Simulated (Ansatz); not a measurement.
**BHSCl (SMILES S[B]Cl): UBLYP/STO-3G**

Aim: the electronic atomisation energy of BHSCl at UBLYP/STO-3G, from 5 runs. 

Program for the calculation: Ansatz 0.2.0.

75 further runs of the same task are left out: 2 that didn't finish, 73 set aside as unsound or not needed.

## Step 1: Starting point

BHSCl has 4 atoms, charge 0, and is taken as a doublet. SMILES: `S[B]Cl`. Geometry: relaxed at PBE0-D4/def2-TZVP.

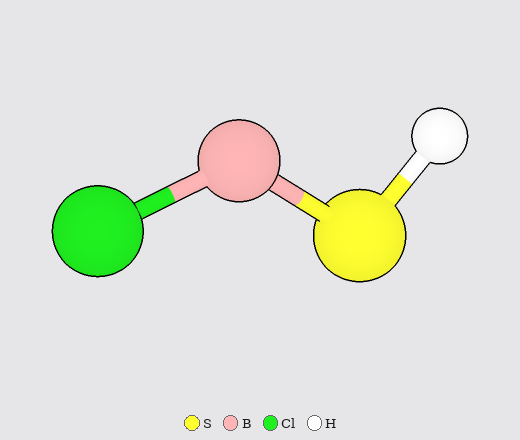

The structure, seen from a chosen angle (sulfur yellow, boron pink, chlorine green, hydrogen white).

## Step 2: A single-point energy at UBLYP/STO-3G

in.yaml

```yaml
basis:
  gaussian: {orbitals: STO-3G}
crystal:
  periodic: [false, false, false]
  atoms:
    - {symbol: S, position_ang: [0.566400, -0.789100, 0.531400]}
    - {symbol: B, position_ang: [-0.299600, 0.475700, -0.345800]}
    - {symbol: Cl, position_ang: [-2.014100, 0.616000, -0.427300]}
    - {symbol: H, position_ang: [1.802900, -0.362900, 0.221400]}
total_charge: 0
magnetization: {spin_polarized: true, initial_magnetization: 1}
hamiltonian: {xc: {name: BLYP}}
accuracy: high
```

Started as:

```console
$ ansatz run in.yaml --threads 1 --pin off --max-ram 2610MiB --events-out events.jsonl --progress --plain --runs-dir runs
```

What it wrote:

```text
Warning: RAYON_NUM_THREADS=1 ignored (pool sized by the plan → 1); use --threads N
Functional definition: BLYP
  name "BLYP"
  parameter beta = 0.0042
  parameter a = 0.04918
  parameter b = 0.132
  parameter c = 0.2533
  parameter d = 0.349
  exchange = b88_x(beta = beta)
  correlation = lyp_c(a = a, b = b, c = c, d = d)
427 factors; integrals over basis functions are off by at most 1.9e-8 eV
mean field evaluation 1: about -23781.6816 eV, gradient 6.9e0 eV
mean field evaluation 2: about -23781.5649 eV, gradient 7.9e0 eV
mean field evaluation 4: about -23782.2128 eV, gradient 5.3e-1 eV
mean field evaluation 8: about -23782.1822 eV, gradient 1.0e-2 eV
mean field evaluation 16: about -23782.1822 eV, gradient 5.8e-7 eV
mean field -23782.18221627 eV, -873.9790763058 hartree, gradient 5.8e-8 eV, S^2 0.753765; 0 other end points of the search recorded, 0 dependent functions left out
reference -23782.18225263 eV, -873.9790776421 hartree; 20, 19 occupied and 4, 5 virtual orbitals, 427 factors
Total energy: -23782.18225263 eV, -873.9790776421 hartree
```

Wall time 2 s (1 thread of Arm Neoverse V1, shared host); peak memory 0.13 GiB.

## Step 3: The B atom

in.yaml

```yaml
crystal:
  periodic: [false, false, false]
  atoms:
    - {symbol: B, position_ang: [0.000000, 0.000000, 0.000000]}
basis:
  gaussian: {orbitals: STO-3G}
magnetization: {spin_polarized: true, initial_magnetization: 1}
hamiltonian: {xc: {name: BLYP}}
accuracy: high
```

Run the same way, it converges to -24.26591 Eh (log not shown).

## Step 4: The Cl atom, same level

in.yaml

```yaml
crystal:
  periodic: [false, false, false]
  atoms:
    - {symbol: Cl, position_ang: [0.000000, 0.000000, 0.000000]}
basis:
  gaussian:
    orbitals: STO-3G
magnetization:
  spin_polarized: true
  initial_magnetization: 1
hamiltonian:
  xc: {name: BLYP}
accuracy: high
```

Run the same way, it converges to -455.06886 Eh (log not shown).

## Step 5: The H atom at the same level

in.yaml

```yaml
crystal:
  periodic: [false, false, false]
  atoms:
    - {symbol: H, position_ang: [0.000000, 0.000000, 0.000000]}
basis:
  gaussian: {orbitals: STO-3G}
accuracy: high
magnetization: {spin_polarized: true, initial_magnetization: 1}
hamiltonian: {xc: {name: BLYP}}
```

Run the same way, it converges to -0.46274 Eh (log not shown).

## Step 6: The S atom at the same level

in.yaml

```yaml
crystal:
  periodic: [false, false, false]
  atoms:
    - {symbol: S, position_ang: [0.000000, 0.000000, 0.000000]}
basis:
  gaussian: {orbitals: STO-3G}
accuracy: high
hamiltonian: {xc: {name: BLYP}}
magnetization: {spin_polarized: true, initial_magnetization: 2}
```

Started as:

```console
$ ansatz run in.yaml --threads 1 --pin off --max-ram 2610MiB --events-out events.jsonl --progress --plain --runs-dir runs
```

What it wrote, shortened:

```text
Warning: RAYON_NUM_THREADS=1 ignored (pool sized by the plan → 1); use --threads N
[... 9 set-up lines as earlier in the session ...]
42 factors; integrals over basis functions are off by at most 2.4e-9 eV
mean field evaluation 1: about -10711.1633 eV, gradient 1.6e-1 eV
mean field evaluation 2: about -10711.1633 eV, gradient 4.5e-3 eV
mean field evaluation 4: about -10711.1633 eV, gradient 1.2e-7 eV
mean field evaluation 8: about -10711.1634 eV, gradient 2.9e-2 eV
mean field evaluation 16: about -10711.1632 eV, gradient 2.7e-1 eV
mean field -10711.16327974 eV, -393.6279902434 hartree, gradient 2.1e-10 eV, S^2 2.000000; 2 other end points of the search recorded, 0 dependent functions left out
reference -10711.16330145 eV, -393.6279910411 hartree; 9, 7 occupied and 0, 2 virtual orbitals, 42 factors
Total energy: -10711.16330145 eV, -393.6279910411 hartree
```

It took 0.48 s on 1 thread of Arm Neoverse V1, shared host.

## Step 7: Outcome

Level: UBLYP/STO-3G.

| quantity | value |
| --- | --- |
| molecule: total energy | -873.97908 Eh |
| molecule: ⟨S²⟩ | 0.754 |
| B atom: total energy | -24.26591 Eh |
| B atom: ⟨S²⟩ | 0.750 |
| Cl atom: total energy | -455.06886 Eh |
| Cl atom: ⟨S²⟩ | 0.750 |
| H atom: total energy | -0.46274 Eh |
| H atom: ⟨S²⟩ | 0.750 |
| S atom: total energy | -393.62799 Eh |
| S atom: ⟨S²⟩ | 2.000 |
| electronic atomisation energy | 15.064 eV |

**Reading.** Taking the molecule apart into free atoms costs 15.06 eV (347 kcal/mol), before zero-point energy and without spin-orbit coupling. In a minimal basis such a difference can be off by several eV, whatever the method.
